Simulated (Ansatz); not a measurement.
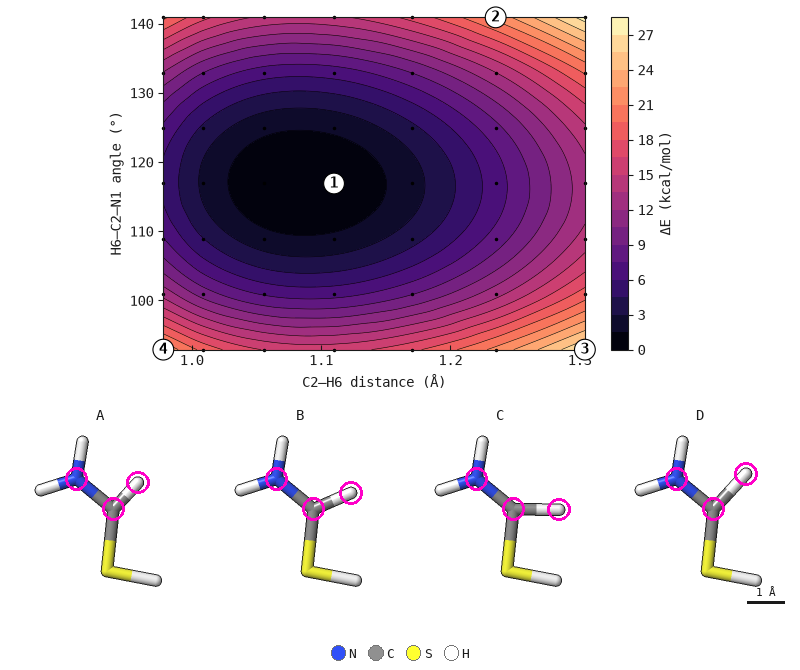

Energy scan for CH₄NS (charge +1), in which the C–H bond length and one H–C–N angle are varied on a grid, with the rest of the molecule carried along rigidly. The map is interpolated between the computed points (dots). The frames are shuffled; each belongs to one numbered point. The picture is a stick view, seen onto the plane of the angle. The ringed atoms are those of the scanned coordinates.

Level of theory: r2SCAN-D4 (def2-TZVPP, Ansatz), on geometries moved rigidly from the minimum at PBE0-D4/def2-TZVP. Energies are counted from the PBE0-D4/def2-TZVP minimum geometry at the same level.

Q: Which frame belongs to which numbered point?

A: Point 1 is frame B, at (1.110, 116.9) and 0.2 kcal/mol; 2 is frame C, at (1.235, 140.9) and 21.5 kcal/mol; 3 is frame D, at (1.304, 92.9) and 27.0 kcal/mol; 4 is frame A, at (0.978, 92.9) and 22.2 kcal/mol. In pairs of (C2–H6 distance (Å); H6–C2–N1 angle (°)): the lowest computed point lies at (1.110, 116.9) (0.2 kcal/mol), the highest at (1.304, 140.9) (27.6 kcal/mol).  Over the ranges scanned the energy rises more along the second axis, one H–C–N angle.
